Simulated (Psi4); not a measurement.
# CHBr2F (dibromofluoromethane) at 6 levels

We compute a comparison of 6 runs (B3LYP/6-31G*, BLYP/6-31G*, M06-L/6-31G*, PBE/6-31G*, PBE0/6-31G*, r2SCAN/6-31G*) of CHBr2F (dibromofluoromethane). 

The results are computed with Psi4 1.11.

### Step 1. Starting point

CHBr2F has 5 atoms, charge 0, and is taken as a singlet. SMILES: `FC(Br)Br`. The C2–Br4 distance was set to 3.469 Å, away from the relaxed value. At this shape a bond of the SMILES string is far longer than usual.

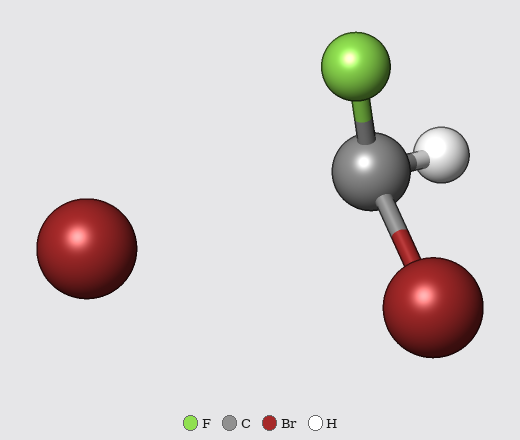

The structure, seen from a chosen angle (fluorine green, carbon grey, bromine red, hydrogen white).

### Step 2. Energy and forces at B3LYP/6-31G(d) (spherical functions) (run 1)

input.inp

```
memory 2200 mb

molecule {
  0 1
  F      0.46948545     0.76789588     4.54695129
  C      1.51930390     1.34526390     2.32102399
  Br     4.95537401     0.14164064     2.23849965
  Br    -2.09207800    -1.16841766    -2.53782660
  H      1.56815332     3.38240756     2.06931247
  units bohr
  symmetry c1
}

set reference rks
set puream true
set e_convergence 1e-09
set d_convergence 1e-08
set scf_type pk
set dft_radial_points 99
set dft_spherical_points 590

E, wfn = gradient('b3lyp/6-31G*', return_wfn=True)
oeprop(wfn, 'MULLIKEN_CHARGES', 'MAYER_INDICES', 'QUADRUPOLE', title='B3LYP')
```

The run is started by

```
$ psi4 -n 1 input.inp input.out
```

input.out:

```text
[...]
  Running in c1 symmetry.
[...]
  Nuclear repulsion =  373.215254394001249
[...]
  Multiplicity = 1
[...]
  Nalpha       = 43
  Nbeta        = 43
[...]
    Number of basis functions: 94
[...]
   @RKS iter   1: -5285.37648506551704   -2.56803e+00   2.23213e-02 DIIS/ADIIS
[...]
   @RKS iter  19: -5286.16546544393350   -1.20963e-10   6.68475e-09 DIIS
[...]
    Orbital Energies [Eh]
    ---------------------
    Doubly Occupied:
       1A   -482.887647     2A   -482.789624     3A    -62.583106
       4A    -62.483697     5A    -56.402495     6A    -56.399120
       7A    -56.398389     8A    -56.303462     9A    -56.299466
      10A    -56.299464    11A    -24.796352    12A    -10.416402
      13A     -8.779966    14A     -8.678606    15A     -6.609981
      16A     -6.598135    17A     -6.595699    18A     -6.508686
      19A     -6.495476    20A     -6.495472    21A     -2.703994
      22A     -2.701131    23A     -2.699207    24A     -2.689833
      25A     -2.689744    26A     -2.602060    27A     -2.598645
      28A     -2.598641    29A     -2.588290    30A     -2.588290
      31A     -1.309036    32A     -0.872308    33A     -0.723064
      34A     -0.713481    35A     -0.597084    36A     -0.550307
[...]
  @RKS Final Energy: -5286.16546544393350
   => Energetics <=
    Nuclear Repulsion Energy =            373.2152543940012492
    One-Electron Energy =               -8097.3736224319518442
    Two-Electron Energy =                2597.8481039141524889
    DFT Exchange-Correlation Energy =    -159.8552013201353930
    Empirical Dispersion Energy =           0.0000000000000000
    VV10 Nonlocal Energy =                  0.0000000000000000
    Total Energy =                      -5286.1654654439334990
[...]
  -Total Gradient:
     Atom            X                  Y                   Z
    ------   -----------------  -----------------  -----------------
       1        0.003538943363     0.001568741264     0.029462726479
       2       -0.021196999732     0.007860565232    -0.036799638057
       3        0.016411919656     0.002503403002     0.009346471906
       4       -0.013725744626    -0.010060458485    -0.018671526780
       5        0.014970390914    -0.001864674225     0.016659575133
[...]
 Multipole Moments:
 ------------------------------------------------------------------------------------
     Multipole            Electronic (a.u.)      Nuclear  (a.u.)        Total (a.u.)
 ------------------------------------------------------------------------------------
 L = 1.  Multiply by 2.5417464519 to convert [e a0] to [Debye]
 Dipole X            :          1.6368309           -0.2550986            1.3817323
 Dipole Y            :         -2.6702100            3.6696321            0.9994222
 Dipole Z            :         -3.1237095            4.4478058            1.3240963
 Magnitude           :                                                    2.1589951
 L = 2.  Multiply by 1.3450342976 to convert [e a0^2] to [Debye ang]
 Quadrupole XX       :       -913.0969706          876.8188177          -36.2781530
 Quadrupole XY       :       -154.9744068          154.4448055           -0.5296013
[...]
  Mulliken Charges: (a.u.)
   Center  Symbol    Alpha    Beta     Spin     Total
       1     F     4.59481  4.59481  0.00000 -0.18962
       2     C     2.91308  2.91308  0.00000  0.17385
       3    BR    17.45074 17.45074  0.00000  0.09852
       4    BR    17.65947 17.65947  0.00000 -0.31893
       5     H     0.38191  0.38191  0.00000  0.23619
   Total alpha = 43.00000, Total beta = 43.00000, Total charge =  0.00000
  Mayer Bond Indices:
[...]
```

It took 16 s on 1 thread of Intel Xeon 6975P-C (Granite Rapids), shared host; peak memory 0.83 GiB.

### Step 3. A single-point energy at BLYP/6-31G(d) (spherical functions) (run 2)

input.in

```
memory 2.2 GB

molecule geom {
  0 1
  F
  C 1 1.337701
  Br 2 1.927113 1 109.65214
  Br 2 3.4688 1 109.65222 3 123.49019
  H 2 1.086516 1 110.1477 3 -118.25454
  symmetry c1
}

set globals {
  reference rks
  puream true
  e_convergence 1e-09
  d_convergence 1e-08
  scf_type pk
  dft_radial_points 99
  dft_spherical_points 590
}

E, wfn = energy("blyp/6-31G*", return_wfn=True)
oeprop(wfn, "WIBERG_LOWDIN_INDICES", "LOWDIN_CHARGES", "QUADRUPOLE")
print_variables()
```

The run is started by

```
$ psi4 -i input.in -o input.out -n 1
```

input.out:

```text
[...]
  Running in c1 symmetry.
[...]
  Nuclear repulsion =  373.215291924687051
[...]
  Multiplicity = 1
[...]
  Nalpha       = 43
  Nbeta        = 43
[...]
    Number of basis functions: 94
[...]
   @RKS iter   1: -5285.31321800009482   -2.30569e+00   2.35742e-02 DIIS/ADIIS
[...]
   @RKS iter  29: -5286.15952822606414   -5.45697e-12   2.61747e-09 DIIS
[...]
    Orbital Energies [Eh]
    ---------------------
    Doubly Occupied:
       1A   -481.156536     2A   -481.062032     3A    -61.900470
       4A    -61.804629     5A    -55.829639     6A    -55.826013
       7A    -55.825136     8A    -55.734259     9A    -55.729812
      10A    -55.729810    11A    -24.395676    12A    -10.132155
      13A     -8.475229    14A     -8.377542    15A     -6.357637
      16A     -6.345565    17A     -6.342787    18A     -6.260325
      19A     -6.246274    20A     -6.246270    21A     -2.543790
      22A     -2.541142    23A     -2.539124    24A     -2.530141
      25A     -2.530037    26A     -2.445701    27A     -2.442317
      28A     -2.442314    29A     -2.432036    30A     -2.432035
      31A     -1.191476    32A     -0.789967    33A     -0.645689
      34A     -0.641839    35A     -0.527415    36A     -0.482239
[...]
  @RKS Final Energy: -5286.15952822606414
   => Energetics <=
    Nuclear Repulsion Energy =            373.2152919246870511
    One-Electron Energy =               -8096.8460590759123079
    Two-Electron Energy =                2636.1755313976491379
    DFT Exchange-Correlation Energy =    -198.7042924724878503
    Empirical Dispersion Energy =           0.0000000000000000
    VV10 Nonlocal Energy =                  0.0000000000000000
    Total Energy =                      -5286.1595282260641397
[...]
 Multipole Moments:
 ------------------------------------------------------------------------------------
     Multipole            Electronic (a.u.)      Nuclear  (a.u.)        Total (a.u.)
 ------------------------------------------------------------------------------------
 L = 1.  Multiply by 2.5417464519 to convert [e a0] to [Debye]
 Dipole X            :          3.0475954           -4.7865386           -1.7389431
 Dipole Y            :         -1.6061967            0.5133244           -1.0928723
 Dipole Z            :          2.7854291           -3.1843045           -0.3988754
 Magnitude           :                                                    2.0922224
 L = 2.  Multiply by 1.3450342976 to convert [e a0^2] to [Debye ang]
 Quadrupole XX       :       -594.1557010          560.3796694          -33.7760316
 Quadrupole XY       :       -613.9567597          612.0193190           -1.9374408
[...]
```

Wall time 12 s (1 thread of Intel Xeon 6975P-C (Granite Rapids), shared host); peak memory 0.83 GiB.

Runs 3 to 4 aren't shown in full; the table further down has their settings and results.

### Step 4. Energy and gradient at PBE0/6-31G(d) (spherical functions) (run 5)

job.py

```python
import psi4

psi4.set_memory('2200 MB')
psi4.set_num_threads(1)
psi4.set_output_file('output.dat', False)

mol = psi4.geometry("""
0 1
F      0.248441     0.406353     2.406143
C      0.803981     0.711883     1.228233
Br     2.622271     0.074953     1.184563
Br    -1.107080    -0.618300    -1.342960
H      0.829831     1.789893     1.095033
units angstrom
symmetry c1
no_reorient
no_com
""")

psi4.set_options({
    'basis': '6-31G*',
    'reference': 'rks',
    'puream': True,
    'e_convergence': 1e-09,
    'd_convergence': 1e-08,
    'scf_type': 'pk',
    'dft_radial_points': 99,
    'dft_spherical_points': 590,
})

e, wfn = psi4.gradient("PBE0", return_wfn=True)
psi4.oeprop(wfn, "MULLIKEN_CHARGES", "QUADRUPOLE", "WIBERG_LOWDIN_INDICES", title="PBE0")
print('gradient / Eh bohr^-1')
print(e.np.round(6))
print(f'energy = {wfn.energy():.10f} Eh')
```

The run is started by

```
$ python job.py
```

output.dat:

```text
[...]
  Running in c1 symmetry.
[...]
  Nuclear repulsion =  373.215254142651020
[...]
  Multiplicity = 1
[...]
  Nalpha       = 43
  Nbeta        = 43
[...]
    Number of basis functions: 94
[...]
   @RKS iter   1: -5284.59087994614856   -2.62736e+00   2.19612e-02 ADIIS/DIIS
[...]
   @RKS iter  18: -5285.36660332451811   -2.72848e-12   5.44810e-09 DIIS
[...]
    Orbital Energies [Eh]
    ---------------------
    Doubly Occupied:
       1A   -483.290838     2A   -483.190956     3A    -62.737991
       4A    -62.636695     5A    -56.514803     6A    -56.511482
       7A    -56.510766     8A    -56.413873     9A    -56.409952
      10A    -56.409950    11A    -24.884963    12A    -10.470815
      13A     -8.861420    14A     -8.758177    15A     -6.672722
      16A     -6.660875    17A     -6.658454    18A     -6.569515
      19A     -6.556348    20A     -6.556343    21A     -2.737913
      22A     -2.735026    23A     -2.733085    24A     -2.723564
      25A     -2.723473    26A     -2.634076    27A     -2.630625
      28A     -2.630621    29A     -2.620143    30A     -2.620143
      31A     -1.343440    32A     -0.893438    33A     -0.743608
      34A     -0.728322    35A     -0.614475    36A     -0.568080
[...]
  @RKS Final Energy: -5285.36660332451811
   => Energetics <=
    Nuclear Repulsion Energy =            373.2152541426510197
    One-Electron Energy =               -8097.6901636532247721
    Two-Electron Energy =                2588.4498729805814037
    DFT Exchange-Correlation Energy =    -149.3415667945260452
    Empirical Dispersion Energy =           0.0000000000000000
    VV10 Nonlocal Energy =                  0.0000000000000000
    Total Energy =                      -5285.3666033245190192
[...]
  -Total Gradient:
     Atom            X                  Y                   Z
    ------   -----------------  -----------------  -----------------
       1       -0.000269964076     0.000031226933     0.037080085347
       2       -0.025438408784     0.012932090092    -0.043013548367
       3        0.025345080642    -0.000157360357     0.009087768100
       4       -0.014921063363    -0.010787521670    -0.020162359850
       5        0.015283450376    -0.002010992515     0.017006238754
[...]
 Multipole Moments:
 ------------------------------------------------------------------------------------
     Multipole            Electronic (a.u.)      Nuclear  (a.u.)        Total (a.u.)
 ------------------------------------------------------------------------------------
 L = 1.  Multiply by 2.5417464519 to convert [e a0] to [Debye]
 Dipole X            :       -113.7066097          115.1247064            1.4180967
 Dipole Y            :         18.5984148          -17.5721418            1.0262730
 Dipole Z            :        -45.0811788           46.4415748            1.3603960
 Magnitude           :                                                    2.2169600
 L = 2.  Multiply by 1.3450342976 to convert [e a0^2] to [Debye ang]
 Quadrupole XX       :      -1063.4098273         1030.9308301          -32.4789971
 Quadrupole XY       :       -130.4685046          130.9325789            0.4640743
[...]
  Mulliken Charges: (a.u.)
   Center  Symbol    Alpha    Beta     Spin     Total
       1     F     4.59822  4.59822  0.00000 -0.19643
       2     C     2.92640  2.92640  0.00000  0.14720
       3    BR    17.44335 17.44335  0.00000  0.11330
       4    BR    17.66355 17.66355  0.00000 -0.32711
       5     H     0.36848  0.36848  0.00000  0.26303
   Total alpha = 43.00000, Total beta = 43.00000, Total charge =  0.00000
  Wiberg Bond Indices using Orthogonal Lowdin Orbitals:
[...]
```

On the terminal:

```text
gradient / Eh bohr^-1
[[-2.7000e-04  3.1000e-05  3.7080e-02]
 [-2.5438e-02  1.2932e-02 -4.3014e-02]
 [ 2.5345e-02 -1.5700e-04  9.0880e-03]
 [-1.4921e-02 -1.0788e-02 -2.0162e-02]
 [ 1.5283e-02 -2.0110e-03  1.7006e-02]]
energy = -5285.3666033245 Eh
```

Run time: 17 s. Hardware: 1 thread of Intel Xeon 6975P-C (Granite Rapids), shared host; peak memory 0.83 GiB.

### Step 5. Energy and forces at r2SCAN/6-31G(d) (spherical functions) (run 6)

job.py

```python
import psi4

psi4.set_memory('2200 MB')
psi4.set_num_threads(1)
psi4.set_output_file('psi4.out', False)

m = psi4.geometry("""
0 1
F      0.248441     0.406353     2.406143
C      0.803981     0.711883     1.228233
Br     2.622271     0.074953     1.184563
Br    -1.107080    -0.618300    -1.342960
H      0.829831     1.789893     1.095033
symmetry c1
no_reorient
no_com
""")

psi4.set_options({
    'basis': '6-31G*',
    'puream': True,
    'e_convergence': 1e-09,
    'd_convergence': 1e-08,
    'scf_type': 'pk',
    'dft_radial_points': 99,
    'dft_spherical_points': 590,
})

e, wfn = psi4.gradient("r2scan", return_wfn=True)
psi4.oeprop(wfn, "WIBERG_LOWDIN_INDICES", "LOWDIN_CHARGES", "MULLIKEN_CHARGES")
print('gradient / Eh bohr^-1')
print(e.np.round(6))
print(f'energy = {wfn.energy():.10f} Eh')
```

The run is started by

```
$ python job.py
```

psi4.out:

```text
[...]
  Running in c1 symmetry.
[...]
  Nuclear repulsion =  373.215254142651020
[...]
  Multiplicity = 1
[...]
  Nalpha       = 43
  Nbeta        = 43
[...]
    Number of basis functions: 94
[...]
   @RKS iter   1: -5285.19705932266061   -2.41294e+00   2.28972e-02 ADIIS/DIIS
[...]
   @RKS iter  28: -5286.00673408295188   -1.72804e-11   3.94361e-09 DIIS
[...]
    Orbital Energies [Eh]
    ---------------------
    Doubly Occupied:
       1A   -482.257828     2A   -482.158747     3A    -62.378617
       4A    -62.278176     5A    -56.163611     6A    -56.160395
       7A    -56.159612     8A    -56.063520     9A    -56.059650
      10A    -56.059649    11A    -24.605369    12A    -10.274325
      13A     -8.714808    14A     -8.612474    15A     -6.521445
      16A     -6.509191    17A     -6.506342    18A     -6.419294
      19A     -6.405280    20A     -6.405277    21A     -2.598284
      22A     -2.595594    23A     -2.593551    24A     -2.584553
      25A     -2.584449    26A     -2.495282    27A     -2.491944
      28A     -2.491942    29A     -2.481866    30A     -2.481866
      31A     -1.271458    32A     -0.834480    33A     -0.687726
      34A     -0.674731    35A     -0.560473    36A     -0.514560
[...]
  @RKS Final Energy: -5286.00673408295188
   => Energetics <=
    Nuclear Repulsion Energy =            373.2152541426510197
    One-Electron Energy =               -8097.7108422348374006
    Two-Electron Energy =                2637.0823363552749470
    DFT Exchange-Correlation Energy =    -198.5934823460415544
    Empirical Dispersion Energy =           0.0000000000000000
    VV10 Nonlocal Energy =                  0.0000000000000000
    Total Energy =                      -5286.0067340829518798
[...]
 Multipole Moments:
 ------------------------------------------------------------------------------------
     Multipole            Electronic (a.u.)      Nuclear  (a.u.)        Total (a.u.)
 ------------------------------------------------------------------------------------
 L = 1.  Multiply by 2.5417464519 to convert [e a0] to [Debye]
 Dipole X            :       -113.7381609          115.1247064            1.3865454
 Dipole Y            :         18.5891651          -17.5721418            1.0170233
 Dipole Z            :        -45.0720773           46.4415748            1.3694975
 Magnitude           :                                                    2.1982648
[...]
  -Total Gradient:
     Atom            X                  Y                   Z
    ------   -----------------  -----------------  -----------------
       1        0.003059569909     0.001573672948     0.028557343858
       2       -0.023704987844     0.009697812074    -0.035850137182
       3        0.019660176559     0.001207593429     0.008834798860
       4       -0.013106345025    -0.009507728436    -0.017726476294
       5        0.014342602513    -0.003210457132     0.016164592259
[...]
  Mulliken Charges: (a.u.)
   Center  Symbol    Alpha    Beta     Spin     Total
       1     F     4.59351  4.59351  0.00000 -0.18703
       2     C     2.92889  2.92889  0.00000  0.14223
       3    BR    17.44572 17.44572  0.00000  0.10856
       4    BR    17.65979 17.65979  0.00000 -0.31958
       5     H     0.37209  0.37209  0.00000  0.25583
   Total alpha = 43.00000, Total beta = 43.00000, Total charge =  0.00000
  Lowdin Charges: (a.u.)
   Center  Symbol    Alpha    Beta     Spin     Total
       1     F     4.50991  4.50991  0.00000 -0.01982
[...]
```

Standard output:

```text
gradient / Eh bohr^-1
[[ 0.00306   0.001574  0.028557]
 [-0.023705  0.009698 -0.03585 ]
 [ 0.01966   0.001208  0.008835]
 [-0.013106 -0.009508 -0.017726]
 [ 0.014343 -0.00321   0.016165]]
energy = -5286.0067340830 Eh
```

Wall time 38 s (1 thread of Intel Xeon 6975P-C (Granite Rapids), shared host); peak memory 0.93 GiB.

### Step 6. All runs side by side

| run | level | task | energy (Eh) | dipole moment (D) | HOMO energy (eV) | LUMO energy (eV) | wall time |
| --- | --- | --- | --- | --- | --- | --- | --- |
| 1 | B3LYP/6-31G* (spherical functions) | gradient | -5286.165465 | 5.49 | -7.08 | -5.65 | 16 s |
| 2 | BLYP/6-31G* (spherical functions) | energy | -5286.159528 | 5.32 | -5.84 | -5.77 | 12 s |
| 3 | M06-L/6-31G* (spherical functions) | gradient | -5285.898020 | 5.20 | -6.36 | -5.93 | 27 s |
| 4 | PBE/6-31G* (spherical functions) | gradient | -5285.213801 | 5.41 | -6.03 | -5.94 | 23 s |
| 5 | PBE0/6-31G* (spherical functions) | gradient | -5285.366603 | 5.63 | -7.36 | -5.58 | 17 s |
| 6 | r2SCAN/6-31G* (spherical functions) | gradient | -5286.006734 | 5.59 | -6.37 | -6.15 | 38 s |

### Step 7. What came out

| quantity | value |
| --- | --- |
| run 6: total energy | -5286.00673 Eh |
| run 6: dipole moment | 5.59 D |
| run 6: HOMO energy | -6.37 eV |
| run 6: LUMO energy | -6.15 eV |
| run 6: HOMO–LUMO gap | 0.22 eV |
| run 6: largest force on an atom | 2.266 eV/Å |

The dipole moment (its size) runs from 5.20 D (M06-L/6-31G*) to 5.63 D (PBE0/6-31G*). The HOMO–LUMO gap runs from 0.07 eV (BLYP/6-31G*) to 1.78 eV (PBE0/6-31G*). Totals of different functionals can't be ranked against each other. In runs 1, 2, 3, 4, 5, 6 a closed-shell determinant meets a far-stretched bond, which it describes badly. All runs together took 2.2 min, the longest 38 s.
